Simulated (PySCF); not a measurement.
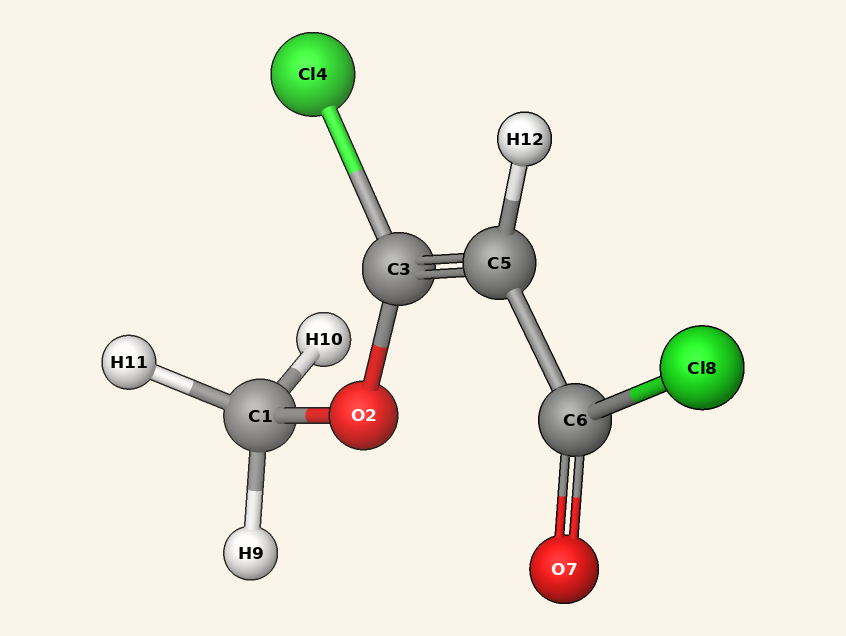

The geometry was computed by an optimisation with GFN2-xTB. No frequency run is at hand to confirm it as a minimum. Electric field gradients from the ground-state density, PBE0/pcSseg-1 (PySCF 2.14.0), non-relativistic apart from any core potentials.

Give the largest field-gradient component, the quadrupole coupling constant and the asymmetry for 17O at O2 (Q = −25.6 mb), 35Cl at Cl4 (Q = −81.7 mb), 17O at O7 (Q = −25.6 mb), 35Cl at Cl8 (Q = −81.7 mb).

```csv
atom,V_zz (a.u.),e²qQ/h (MHz),η
O2,1.853,−11.15,0.45
Cl4,3.853,−74.0,0.15
O7,−1.516,9.12,0.29
Cl8,3.205,−61.5,0.27
```
